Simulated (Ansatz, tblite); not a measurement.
# MoO2(OH)2 (MoH2O4): rung by rung

Aim: run the singlet of MoO2(OH)2 (MoH2O4) at one geometry on many levels, and compare frontier levels, spin and run time.

Program: Ansatz 0.2.0, Gaussian basis. Level of theory: as each input shows. These are calculated values, not measurements.

Levels to be run: GFN1-xTB, GFN2-xTB, PBE-D4/def2-TZVP, r2SCAN-D4/def2-TZVP, HF/def2-TZVP, CAM-B3LYP-D4/def2-TZVP, PBE-QIDH/def2-TZVP, r2SCAN0-D4/def2-TZVP, LDA/def2-TZVP, r2SCANh-D4/def2-TZVP, LC-ωPBE/def2-TZVP, PBE-D4/def2-SVP, PBE0-D4/def2-SVP, PBE0-D4/def2-TZVPD, PBE-D4/def2-TZVPD, r2SCAN-D4/def2-TZVPD, CCSD(T)/def2-TZVPP, MP2/def2-TZVP, RPA/def2-TZVP.

4 further runs of the same task are left out: 4 set aside as unsound or not needed. Runs told in other sessions of the task aren't counted.

## (1) The structure

The singlet was relaxed beforehand with PBE0-D4/def2-SVP.

7 atoms, charge 0, spin multiplicity 1.

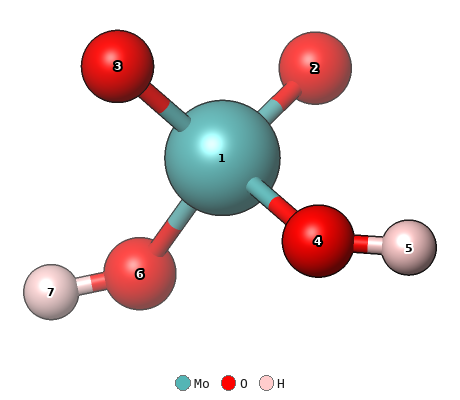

The geometry (molybdenum teal, oxygen red, hydrogen pink); atoms are numbered from 1 in the order of the file.

Formally the metal is d0. Mo takes a core potential in the def2 sets. No spin-orbit coupling is included.

PBE0-D4/def2-TZVP was run before; its log isn't repeated, and its numbers join the tables.

## (2) GFN1-xTB

Tight binding, by tblite at 300 K electronic temperature and without a spin-polarisation term:

```python
tblite.interface.Calculator('GFN1-xTB', numbers, positions, charge=0, uhf=0).singlepoint()
```

Energy -601.4742 eV, HOMO -13.05 eV, LUMO -7.51 eV; 0.004 s.

## (3) GFN2-xTB

Tight binding, by tblite at 300 K electronic temperature and without a spin-polarisation term:

```python
tblite.interface.Calculator('GFN2-xTB', numbers, positions, charge=0, uhf=0).singlepoint()
```

Energy -528.1602 eV, HOMO -12.10 eV, LUMO -7.91 eV; 0.003 s.

## (4) PBE-D4/def2-TZVP

start.molden holds the orbitals of an earlier run on this state, given as this run's starting guess.

in.yaml reads:

```yaml
crystal:
  periodic: [false, false, false]
  atoms:
    - {symbol: Mo, position_ang: [0.286251, 0.071994, 0.221820]}
    - {symbol: O, position_ang: [0.178428, 0.616928, 1.800347]}
    - {symbol: O, position_ang: [1.899845, -0.093942, -0.189413]}
    - {symbol: O, position_ang: [-0.504088, 1.305186, -0.931630]}
    - {symbol: H, position_ang: [-1.063538, 2.046622, -0.672070]}
    - {symbol: O, position_ang: [-0.574946, -1.576678, 0.095169]}
    - {symbol: H, position_ang: [-0.221941, -2.370101, -0.324233]}
basis:
  gaussian: {orbitals: def2-TZVP, initial_orbitals: start.molden}
hamiltonian: {xc: pbe, dispersion: d4}
scf: {omitted_lower_state_checks: [starts]}
output: {orbitals: {seedname: orbitals}}
```

Run with:

```bash
$ ansatz run in.yaml --threads 4 --pin off --events-out ev --progress --plain --max-ram 3916MiB
```

The program printed:

```text
Functional definition: PBE
  name "PBE"
  cite "Perdew, Burke & Ernzerhof, Phys. Rev. Lett. 77, 3865 (1996) doi:10.1103/PhysRevLett.77.3865"
  parent pbe
  parameter kappa = 0.804
  parameter beta = 0.06672455060314922
  exchange = pbe_x(kappa = kappa, mu = beta*pi^2/3)
  correlation = pbe_c(beta = beta)
these checks for a lower state are left out or cut short: starts
1000 factors; their error is unknown
mean field evaluation 1: about -10078.1305 eV, gradient 1.1e1 eV
mean field evaluation 2: about -10078.3051 eV, gradient 1.6e-1 eV
mean field evaluation 4: about -10078.2974 eV, gradient 2.0e-4 eV
mean field -10078.29740598 eV, -370.3705983544 hartree, gradient 2.4e-5 eV, S^2 0.000000; 0 other end points of the search recorded, 0 dependent functions left out
reference -10078.29747452 eV, -370.3706008731 hartree; 24, 24 occupied and 152, 152 virtual orbitals, 1000 factors
Total energy: -10078.46149664 eV, -370.3766285750 hartree
Checks for a lower state left out: starts
```

Wall time 1.5 s (4 threads of Arm Neoverse V2, shared host).

HOMO -7.50 eV, LUMO -2.88 eV.

## (5) r2SCAN-D4/def2-TZVP

in.yaml, as its differences from that of step 4:

```diff
@@ -12,4 +12,4 @@
   gaussian: {orbitals: def2-TZVP, initial_orbitals: start.molden}
-hamiltonian: {xc: pbe, dispersion: d4}
+hamiltonian: {xc: r2scan, dispersion: d4}
 scf: {omitted_lower_state_checks: [starts]}
-output: {orbitals: {seedname: orbitals}}
+output: {forces: true, orbitals: {seedname: orbitals}}
```

Launched as before.

The program printed, shortened:

```text
Functional definition: r2SCAN
  name "r2SCAN"
  cite "Furness, Kaplan, Ning, Perdew & Sun, J. Phys. Chem. Lett. 11, 8208 (2020) doi:10.1021/acs.jpclett.0c02405"
  cite "Furness, Kaplan, Ning, Perdew & Sun, J. Phys. Chem. Lett. 11, 9248 (2020) doi:10.1021/acs.jpclett.0c03077"
  parent r2scan
[...]
1000 factors; their error is unknown
[...]
mean field -10082.72049345 eV, -370.5331438210 hartree, gradient 1.1e-5 eV, S^2 0.000000; 0 other end points of the search recorded, 0 dependent functions left out
[...]
reference -10082.72051349 eV, -370.5331445572 hartree; 24, 24 occupied and 152, 152 virtual orbitals, 1000 factors
Total energy: -10082.75850633 eV, -370.5345407686 hartree
Atom 0 at     0.286251     0.071994     0.221820 Å, force    -0.565821    -0.141734    -0.438204 eV/Å
Atom 1 at     0.178428     0.616928     1.800347 Å, force    -0.048089     0.319613     0.955347 eV/Å
Atom 2 at     1.899845    -0.093942    -0.189413 Å, force     0.976875    -0.086168    -0.235412 eV/Å
Atom 3 at    -0.504088     1.305186    -0.931630 Å, force    -0.196231     0.311102    -0.306190 eV/Å
Atom 4 at    -1.063538     2.046622    -0.672070 Å, force     0.046149    -0.076770     0.033870 eV/Å
Atom 5 at    -0.574946    -1.576678     0.095169 Å, force    -0.231039    -0.417745    -0.024406 eV/Å
Atom 6 at    -0.221941    -2.370101    -0.324233 Å, force     0.018156     0.091702     0.014996 eV/Å
Dipole moment:    -0.410589    -0.103394    -0.318256 e Å
Checks for a lower state left out: starts
```

Run time: 3.4 s. Hardware: 4 threads of Arm Neoverse V2, shared host.

From the report: HOMO -7.89 eV, LUMO -2.86 eV.

## (6) HF/def2-TZVP

in.yaml, as its differences from that of step 5:

```diff
@@ -12,4 +12,4 @@
   gaussian: {orbitals: def2-TZVP, initial_orbitals: start.molden}
-hamiltonian: {xc: r2scan, dispersion: d4}
+hamiltonian: {xc: hf}
 scf: {omitted_lower_state_checks: [starts]}
-output: {forces: true, orbitals: {seedname: orbitals}}
+output: {orbitals: {seedname: orbitals}}
```

The command is unchanged.

The program printed:

```text
Functional definition: HF
  name "HF"
  cite "Fock, Z. Phys. 61, 126 (1930) doi:10.1007/BF01340294"
  parent pbe
  exchange = exact_x
  correlation = 0
these checks for a lower state are left out or cut short: starts
1276 factors; their error is unknown
mean field evaluation 1: about -10021.7587 eV, gradient 3.0e1 eV
mean field evaluation 2: about -10023.0696 eV, gradient 1.7e0 eV
mean field evaluation 4: about -10023.5055 eV, gradient 1.3e0 eV
mean field -10023.50724208 eV, -368.3570969692 hartree, gradient 2.2e-5 eV, S^2 0.000000; 0 other end points of the search recorded, 0 dependent functions left out
reference -10023.50724208 eV, -368.3570969692 hartree; 24, 24 occupied and 152, 152 virtual orbitals, 1276 factors
Total energy: -10023.50724208 eV, -368.3570969692 hartree
Checks for a lower state left out: starts
```

Wall time 1.4 s (4 threads of Arm Neoverse V2, shared host).

Report: HOMO -13.32 eV, LUMO 1.38 eV.

## (7) CAM-B3LYP-D4/def2-TZVP

in.yaml, as its differences from that of step 6:

```diff
@@ -12,3 +12,3 @@
   gaussian: {orbitals: def2-TZVP, initial_orbitals: start.molden}
-hamiltonian: {xc: hf}
+hamiltonian: {xc: {name: CAM-B3LYP}, dispersion: d4}
 scf: {omitted_lower_state_checks: [starts]}
```

Launched as before.

The program printed, shortened:

```text
Functional definition: CAM-B3LYP
  name "CAM-B3LYP"
  cite "Yanai, Tew & Handy, Chem. Phys. Lett. 393, 51 (2004) doi:10.1016/j.cplett.2004.06.011"
  cite "Iikura, Tsuneda, Yanai & Hirao, J. Chem. Phys. 115, 3540 (2001) doi:10.1063/1.1383587"
  cite "Becke, Phys. Rev. A 38, 3098 (1988) doi:10.1103/PhysRevA.38.3098"
  cite "Lee, Yang & Parr, Phys. Rev. B 37, 785 (1988) doi:10.1103/PhysRevB.37.785"
  cite "Vosko, Wilk & Nusair, Can. J. Phys. 58, 1200 (1980) doi:10.1139/p80-159"
[...]
  # Exact exchange under (alpha + beta erf(omega r))/r, Becke's under what is left of 1/r.
[...]
1063 factors; their error is unknown
251 factors; integrals over basis functions are off by at most 8.3e-6 eV
[...]
mean field -10080.97191748 eV, -370.4688848391 hartree, gradient 1.5e-5 eV, S^2 0.000000; 0 other end points of the search recorded, 0 dependent functions left out
reference -10080.97204984 eV, -370.4688897033 hartree; 24, 24 occupied and 152, 152 virtual orbitals, 1063 factors
Total energy: -10081.11233106 eV, -370.4740449430 hartree
Checks for a lower state left out: starts
```

Wall time 2.3 s (4 threads of Arm Neoverse V2, shared host).

Report: HOMO -10.64 eV, LUMO -1.08 eV.

## (8) PBE-QIDH/def2-TZVP

in.yaml, as its differences from that of step 7:

```diff
@@ -12,4 +12,3 @@
   gaussian: {orbitals: def2-TZVP, initial_orbitals: start.molden}
-hamiltonian: {xc: {name: CAM-B3LYP}, dispersion: d4}
+hamiltonian: {xc: {name: PBE-QIDH}}
 scf: {omitted_lower_state_checks: [starts]}
-output: {orbitals: {seedname: orbitals}}
```

Launched as before.

The program printed, shortened:

```text
Functional definition: PBE-QIDH
  name "PBE-QIDH"
  cite "Brémond, Sancho-García, Pérez-Jiménez & Adamo, J. Chem. Phys. 141, 031101 (2014) doi:10.1063/1.4890314"
  cite "Perdew, Burke & Ernzerhof, Phys. Rev. Lett. 77, 3865 (1996) doi:10.1103/PhysRevLett.77.3865"
[...]
1283 factors; integrals over basis functions are off by at most 1.1e-3 eV
[...]
mean field -10056.66310578 eV, -369.5755524863 hartree, gradient 2.8e-6 eV, S^2 0.000000; 0 other end points of the search recorded, 0 dependent functions left out
4 core orbitals not correlated: weight in the atoms' cores, before any rotation towards them, 1.000 or more for the frozen orbitals, at most 0.000 for the correlated occupied ones
reference -10056.66312002 eV, -369.5755530097 hartree; 20, 20 occupied and 152, 152 virtual orbitals, 1283 factors
second order -46.92709464 eV of doubles, -0.00000000 eV of singles
Total energy: -10072.30548490 eV, -370.1503993163 hartree
Checks for a lower state left out: starts
```

It took 3.7 s on 4 threads of Arm Neoverse V2, shared host.

## (9) r2SCAN0-D4/def2-TZVP

in.yaml, as its differences from that of step 8:

```diff
@@ -12,3 +12,4 @@
   gaussian: {orbitals: def2-TZVP, initial_orbitals: start.molden}
-hamiltonian: {xc: {name: PBE-QIDH}}
+hamiltonian: {xc: {name: r2SCAN0}, dispersion: d4}
 scf: {omitted_lower_state_checks: [starts]}
+output: {orbitals: {seedname: orbitals}}
```

Launched as before.

The program printed, shortened:

```text
Functional definition: r2SCAN0
  name "r2SCAN0"
  cite "Bursch, Neugebauer, Ehlert & Grimme, J. Chem. Phys. 156, 134105 (2022) doi:10.1063/5.0086040"
  cite "Furness, Kaplan, Ning, Perdew & Sun, J. Phys. Chem. Lett. 11, 8208 (2020) doi:10.1021/acs.jpclett.0c02405"
  cite "Furness, Kaplan, Ning, Perdew & Sun, J. Phys. Chem. Lett. 11, 9248 (2020) doi:10.1021/acs.jpclett.0c03077"
  parent r2scan
[...]
1070 factors; their error is unknown
[...]
mean field -10078.91073512 eV, -370.3931377845 hartree, gradient 2.2e-5 eV, S^2 0.000000; 0 other end points of the search recorded, 0 dependent functions left out
reference -10078.91074909 eV, -370.3931382979 hartree; 24, 24 occupied and 152, 152 virtual orbitals, 1070 factors
Total energy: -10078.95592825 eV, -370.3947986013 hartree
Checks for a lower state left out: starts
```

It took 3.6 s on 4 threads of Arm Neoverse V2, shared host.

Report: HOMO -9.45 eV, LUMO -2.13 eV.

## (10) LDA/def2-TZVP

in.yaml, as its differences from that of step 9:

```diff
@@ -12,3 +12,3 @@
   gaussian: {orbitals: def2-TZVP, initial_orbitals: start.molden}
-hamiltonian: {xc: {name: r2SCAN0}, dispersion: d4}
+hamiltonian: {xc: lda}
 scf: {omitted_lower_state_checks: [starts]}
```

Same command.

The program printed:

```text
Functional definition: SPW92
  name "SPW92"
  cite "Dirac, Proc. Camb. Phil. Soc. 26, 376 (1930) doi:10.1017/S0305004100016108"
  cite "Slater, Phys. Rev. 81, 385 (1951) doi:10.1103/PhysRev.81.385"
  cite "Perdew & Wang, Phys. Rev. B 45, 13244 (1992) doi:10.1103/PhysRevB.45.13244"
  exchange = slater_x
  correlation = pw_c
these checks for a lower state are left out or cut short: starts
1000 factors; their error is unknown
mean field evaluation 1: about -10024.1836 eV, gradient 4.7e1 eV
mean field evaluation 2: about -10024.6820 eV, gradient 8.4e-1 eV
mean field evaluation 4: about -10024.6779 eV, gradient 2.4e-1 eV
mean field -10024.67799606 eV, -368.4001213843 hartree, gradient 5.9e-5 eV, S^2 0.000000; 0 other end points of the search recorded, 0 dependent functions left out
reference -10024.67805587 eV, -368.4001235825 hartree; 24, 24 occupied and 152, 152 virtual orbitals, 1000 factors
Total energy: -10024.67805587 eV, -368.4001235825 hartree
Checks for a lower state left out: starts
```

Run time: 0.85 s. Hardware: 4 threads of Arm Neoverse V2, shared host.

From the report: HOMO -7.74 eV, LUMO -3.12 eV.

## (11) r2SCANh-D4/def2-TZVP

in.yaml, as its differences from that of step 10:

```diff
@@ -12,3 +12,3 @@
   gaussian: {orbitals: def2-TZVP, initial_orbitals: start.molden}
-hamiltonian: {xc: lda}
+hamiltonian: {xc: {name: r2SCANh}, dispersion: d4}
 scf: {omitted_lower_state_checks: [starts]}
```

Same command.

The program printed, shortened:

```text
Functional definition: r2SCANh
  name "r2SCANh"
  cite "Bursch, Neugebauer, Ehlert & Grimme, J. Chem. Phys. 156, 134105 (2022) doi:10.1063/5.0086040"
  cite "Furness, Kaplan, Ning, Perdew & Sun, J. Phys. Chem. Lett. 11, 8208 (2020) doi:10.1021/acs.jpclett.0c02405"
  cite "Furness, Kaplan, Ning, Perdew & Sun, J. Phys. Chem. Lett. 11, 9248 (2020) doi:10.1021/acs.jpclett.0c03077"
  parent r2scan
[...]
1000 factors; their error is unknown
[...]
mean field -10081.17148721 eV, -370.4762188915 hartree, gradient 2.2e-5 eV, S^2 0.000000; 0 other end points of the search recorded, 0 dependent functions left out
reference -10081.17150466 eV, -370.4762195329 hartree; 24, 24 occupied and 152, 152 virtual orbitals, 1000 factors
Total energy: -10081.21215025 eV, -370.4777132306 hartree
Checks for a lower state left out: starts
```

Wall time 3.5 s (4 threads of Arm Neoverse V2, shared host).

From the report: HOMO -8.51 eV, LUMO -2.57 eV.

## (12) LC-ωPBE/def2-TZVP

in.yaml, as its differences from that of step 11:

```diff
@@ -12,3 +12,3 @@
   gaussian: {orbitals: def2-TZVP, initial_orbitals: start.molden}
-hamiltonian: {xc: {name: r2SCANh}, dispersion: d4}
+hamiltonian: {xc: {name: LC-wPBE}}
 scf: {omitted_lower_state_checks: [starts]}
```

The command is unchanged.

The program printed, shortened:

```text
Functional definition: LC-wPBE
  name "LC-wPBE"
  cite "Vydrov & Scuseria, J. Chem. Phys. 125, 234109 (2006) doi:10.1063/1.2409292"
  cite "Heyd & Scuseria, J. Chem. Phys. 120, 7274 (2004) doi:10.1063/1.1668634"
  cite "Ernzerhof & Perdew, J. Chem. Phys. 109, 3313 (1998) doi:10.1063/1.476928"
  cite "Perdew, Burke & Ernzerhof, Phys. Rev. Lett. 77, 3865 (1996) doi:10.1103/PhysRevLett.77.3865"
  parent pbe
[...]
1000 factors; their error is unknown
320 factors; integrals over basis functions are off by at most 1.9e-5 eV
[...]
mean field -10079.99105635 eV, -370.4328388574 hartree, gradient 1.5e-5 eV, S^2 0.000000; 0 other end points of the search recorded, 0 dependent functions left out
reference -10079.99105636 eV, -370.4328388577 hartree; 24, 24 occupied and 152, 152 virtual orbitals, 1000 factors
Total energy: -10079.99105636 eV, -370.4328388577 hartree
Checks for a lower state left out: starts
```

It took 1.9 s on 4 threads of Arm Neoverse V2, shared host.

HOMO -11.94 eV, LUMO 0.13 eV.

## (13) PBE-D4/def2-SVP

in.yaml, as its differences from that of step 12:

```diff
@@ -11,4 +11,4 @@
 basis:
-  gaussian: {orbitals: def2-TZVP, initial_orbitals: start.molden}
-hamiltonian: {xc: {name: LC-wPBE}}
+  gaussian: {orbitals: def2-SVP, initial_orbitals: start.molden}
+hamiltonian: {xc: pbe, dispersion: d4}
 scf: {omitted_lower_state_checks: [starts]}
```

Same command.

The program printed:

```text
Functional definition: PBE
  name "PBE"
  cite "Perdew, Burke & Ernzerhof, Phys. Rev. Lett. 77, 3865 (1996) doi:10.1103/PhysRevLett.77.3865"
  parent pbe
  parameter kappa = 0.804
  parameter beta = 0.06672455060314922
  exchange = pbe_x(kappa = kappa, mu = beta*pi^2/3)
  correlation = pbe_c(beta = beta)
these checks for a lower state are left out or cut short: starts
991 factors; their error is unknown
mean field evaluation 1: about -10067.3454 eV, gradient 1.3e1 eV
mean field evaluation 2: about -10067.7382 eV, gradient 2.7e-1 eV
mean field evaluation 4: about -10067.7126 eV, gradient 1.4e-1 eV
mean field -10067.71264932 eV, -369.9816157217 hartree, gradient 5.7e-5 eV, S^2 0.000000; 0 other end points of the search recorded, 0 dependent functions left out
reference -10067.71272044 eV, -369.9816183354 hartree; 24, 24 occupied and 73, 73 virtual orbitals, 991 factors
Total energy: -10067.87674256 eV, -369.9876460373 hartree
Checks for a lower state left out: starts
```

Wall time 0.85 s (4 threads of Arm Neoverse V2, shared host).

Report: HOMO -7.35 eV, LUMO -2.72 eV.

## (14) PBE0-D4/def2-SVP

in.yaml, as its differences from that of step 13:

```diff
@@ -12,3 +12,3 @@
   gaussian: {orbitals: def2-SVP, initial_orbitals: start.molden}
-hamiltonian: {xc: pbe, dispersion: d4}
+hamiltonian: {xc: pbe0, dispersion: d4}
 scf: {omitted_lower_state_checks: [starts]}
```

Launched as before.

The program printed:

```text
Functional definition: PBE0
  name "PBE0"
  cite "Adamo & Barone, J. Chem. Phys. 110, 6158 (1999) doi:10.1063/1.478522"
  cite "Perdew, Burke & Ernzerhof, Phys. Rev. Lett. 77, 3865 (1996) doi:10.1103/PhysRevLett.77.3865"
  parent pbe
  parameter a = 0.25
  parameter kappa = 0.804
  parameter beta = 0.06672455060314922
  exchange = (1 - a)*pbe_x(kappa = kappa, mu = beta*pi^2/3) + a*exact_x
  correlation = pbe_c(beta = beta)
these checks for a lower state are left out or cut short: starts
1030 factors; their error is unknown
mean field evaluation 1: about -10064.9619 eV, gradient 1.1e1 eV
mean field evaluation 2: about -10065.1532 eV, gradient 1.4e-1 eV
mean field evaluation 4: about -10065.2038 eV, gradient 1.6e-4 eV
mean field -10065.20383144 eV, -369.8894183652 hartree, gradient 1.2e-5 eV, S^2 0.000000; 0 other end points of the search recorded, 0 dependent functions left out
reference -10065.20388627 eV, -369.8894203803 hartree; 24, 24 occupied and 73, 73 virtual orbitals, 1030 factors
Total energy: -10065.34181734 eV, -369.8944892535 hartree
Checks for a lower state left out: starts
```

Wall time 1.1 s (4 threads of Arm Neoverse V2, shared host).

From the report: HOMO -9.11 eV, LUMO -2.07 eV.

## (15) PBE0-D4/def2-TZVPD

in.yaml, as its differences from that of step 14:

```diff
@@ -11,3 +11,3 @@
 basis:
-  gaussian: {orbitals: def2-SVP, initial_orbitals: start.molden}
+  gaussian: {orbitals: def2-TZVPD, initial_orbitals: start.molden}
 hamiltonian: {xc: pbe0, dispersion: d4}
```

The command is unchanged.

The program printed:

```text
Functional definition: PBE0
  name "PBE0"
  cite "Adamo & Barone, J. Chem. Phys. 110, 6158 (1999) doi:10.1063/1.478522"
  cite "Perdew, Burke & Ernzerhof, Phys. Rev. Lett. 77, 3865 (1996) doi:10.1103/PhysRevLett.77.3865"
  parent pbe
  parameter a = 0.25
  parameter kappa = 0.804
  parameter beta = 0.06672455060314922
  exchange = (1 - a)*pbe_x(kappa = kappa, mu = beta*pi^2/3) + a*exact_x
  correlation = pbe_c(beta = beta)
these checks for a lower state are left out or cut short: starts
1216 factors; their error is unknown
mean field evaluation 1: about -10075.7339 eV, gradient 6.2e0 eV
mean field evaluation 2: about -10075.8632 eV, gradient 1.4e-1 eV
mean field evaluation 4: about -10075.9592 eV, gradient 3.5e-4 eV
mean field -10075.95917699 eV, -370.2846700239 hartree, gradient 1.8e-5 eV, S^2 0.000000; 0 other end points of the search recorded, 0 dependent functions left out
reference -10075.95922962 eV, -370.2846719579 hartree; 24, 24 occupied and 194, 194 virtual orbitals, 1216 factors
Total energy: -10076.09716068 eV, -370.2897408311 hartree
Checks for a lower state left out: starts
```

It took 2.7 s on 4 threads of Arm Neoverse V2, shared host.

From the report: HOMO -9.19 eV, LUMO -2.20 eV.

## (16) PBE-D4/def2-TZVPD

in.yaml, as its differences from that of step 15:

```diff
@@ -12,3 +12,3 @@
   gaussian: {orbitals: def2-TZVPD, initial_orbitals: start.molden}
-hamiltonian: {xc: pbe0, dispersion: d4}
+hamiltonian: {xc: pbe, dispersion: d4}
 scf: {omitted_lower_state_checks: [starts]}
```

Same command.

The program printed:

```text
Functional definition: PBE
  name "PBE"
  cite "Perdew, Burke & Ernzerhof, Phys. Rev. Lett. 77, 3865 (1996) doi:10.1103/PhysRevLett.77.3865"
  parent pbe
  parameter kappa = 0.804
  parameter beta = 0.06672455060314922
  exchange = pbe_x(kappa = kappa, mu = beta*pi^2/3)
  correlation = pbe_c(beta = beta)
these checks for a lower state are left out or cut short: starts
1146 factors; their error is unknown
mean field evaluation 1: about -10078.1314 eV, gradient 1.3e1 eV
mean field evaluation 2: about -10078.4383 eV, gradient 3.1e-1 eV
mean field evaluation 4: about -10078.4300 eV, gradient 2.5e-1 eV
mean field -10078.43001966 eV, -370.3754718173 hartree, gradient 5.8e-5 eV, S^2 0.000000; 0 other end points of the search recorded, 0 dependent functions left out
reference -10078.43008681 eV, -370.3754742852 hartree; 24, 24 occupied and 194, 194 virtual orbitals, 1146 factors
Total energy: -10078.59410894 eV, -370.3815019870 hartree
Checks for a lower state left out: starts
```

Run time: 2.2 s. Hardware: 4 threads of Arm Neoverse V2, shared host.

From the report: HOMO -7.56 eV, LUMO -2.96 eV.

(Part 1 of 2 ends here.)
